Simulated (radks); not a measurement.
**Run report: Eu, atomic calculation**

System: the neutral europium atom in the configuration [Xe] 4f4.5 5d2.5 6s2.
Method: scalar-relativistic Kohn-Sham, BLYP, spin-unpolarised, spherical densities, finite nucleus (the in-house radial solver radks).

### Input
```
Z 63
configuration [Xe] 4f4.5 5d2.5 6s2
relativity scalar-relativistic
functional b88,lyp
spin unpolarised
nucleus finite rms 5.1115 fm
c 137.035999084
```

Energies in input and log are in hartree, lengths in bohr (the nuclear radius in fm).

### Log
```
1s      1   2.0000       -1778.14532563
2s      1   2.0000        -292.58925481
2p      1   6.0000        -260.78948637
3s      1   2.0000         -65.00608755
3p      1   6.0000         -55.10899925
3d      1  10.0000         -41.86050605
4s      1   2.0000         -13.46293670
4p      1   6.0000         -10.18906477
4d      1  10.0000          -5.62257632
4f      1   4.5000          -0.66502471
5s      1   2.0000          -1.95705210
5p      1   6.0000          -1.12000199
5d      1   2.5000          -0.14726256
6s      1   2.0000          -0.15793752
Etot -10843.443509281376
Ekin 11616.189801547036
Encl -26390.58547331337
Eh 4172.768169477119
Exc -241.81600699216062
err 8.711973790888047e-09
it 15
```

### Orbitals

| orbital | occupation | energy (eV) | ⟨r⟩ (bohr) | outer maximum (bohr) |
| --- | --- | --- | --- | --- |
| 1s | 2 | −48385.8 | 0.02232 | 0.0142 |
| 2s | 2 | −7961.8 | 0.09512 | 0.0806 |
| 2p | 6 | −7096.4 | 0.08390 | 0.0651 |
| 3s | 2 | −1768.9 | 0.2496 | 0.229 |
| 3p | 6 | −1499.6 | 0.2481 | 0.225 |
| 3d | 10 | −1139.1 | 0.2260 | 0.184 |
| 4s | 2 | −366.345 | 0.5637 | 0.526 |
| 4p | 6 | −277.259 | 0.5956 | 0.549 |
| 4d | 10 | −152.998 | 0.6454 | 0.570 |
| 5s | 2 | −53.254 | 1.324 | 1.20 |
| 5p | 6 | −30.477 | 1.529 | 1.34 |
| 4f | 4.5 | −18.096 | 0.8166 | 0.572 |
| 6s | 2 | −4.298 | 3.827 | 3.23 |
| 5d | 2.5 | −4.007 | 2.451 | 1.83 |

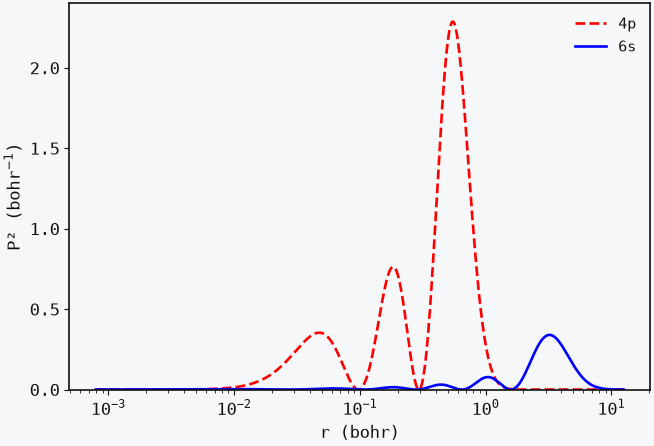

Fig. 1: The radial probability densities P² of 4p and 6s. 4p: outer maximum at 0.549 bohr, ⟨r⟩ = 0.596 bohr, 2 nodes, eigenvalue −277.3 eV; 6s: outer maximum at 3.23 bohr, ⟨r⟩ = 3.83 bohr, 5 nodes, eigenvalue −4.30 eV.

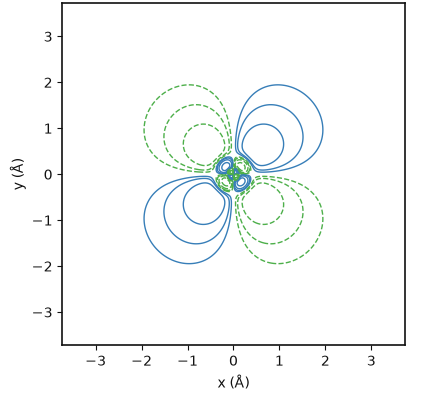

Fig. 2: The 5d(xy) orbital. The radial function comes from the spherical calculation and is multiplied by a real spherical harmonic; the overall sign is chosen so that the largest lobe of P(r) is positive; at the scalar-relativistic level it is the large component. In the xy plane through the nucleus, contours of ψ are drawn, solid for positive and dashed for negative values, each about twice the one before. (1 bohr = 0.529 Å.) It has the nodal planes xz and yz and 2 radial nodes, at r = 0.263 and 0.795 bohr. The outermost maximum of P² lies at 1.83 bohr, ⟨r⟩ = 2.45 bohr, 90 % of the charge lies within 3.91 bohr, and the eigenvalue is −4.01 eV, with 2.5 electrons in the shell.

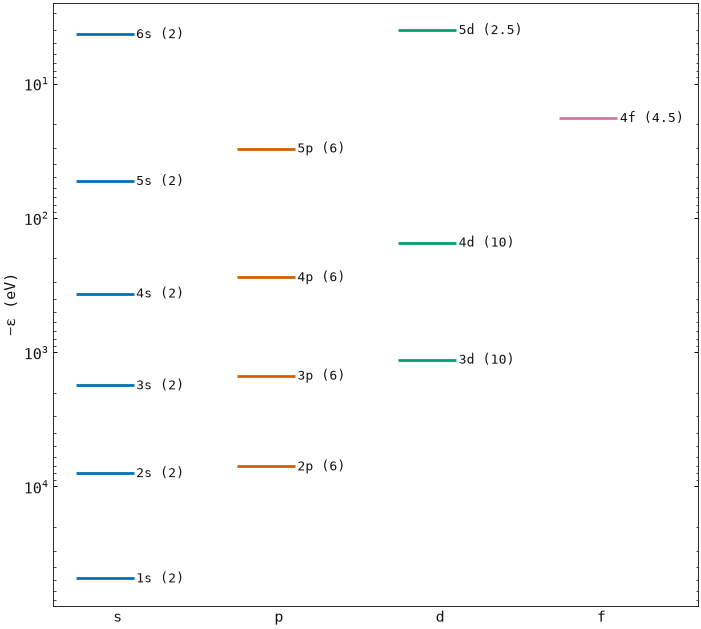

Fig. 3: All occupied levels, on a logarithmic scale of binding energy, are drawn (occupations in brackets). The highest occupied level is 5d at −4.01 eV. The highest 4 occupied levels, from the top down, are 5d (−4.01 eV), 6s (−4.30 eV), 4f (−18.1 eV), 5p (−30.5 eV). The open 4f shell lies under a filled one.

### Summary

- outcome: converged
- total energy: −10843.4435 hartree
- kinetic energy: 11616.1898 hartree
- electron–nucleus energy: −26390.5855 hartree
- Hartree energy: 4172.7682 hartree
- exchange–correlation energy: −241.816007 hartree
- radius at density 0.001 e/bohr³: 5.18 bohr
- SCF iterations: 15
- hardware: 1 CPU thread, shared host
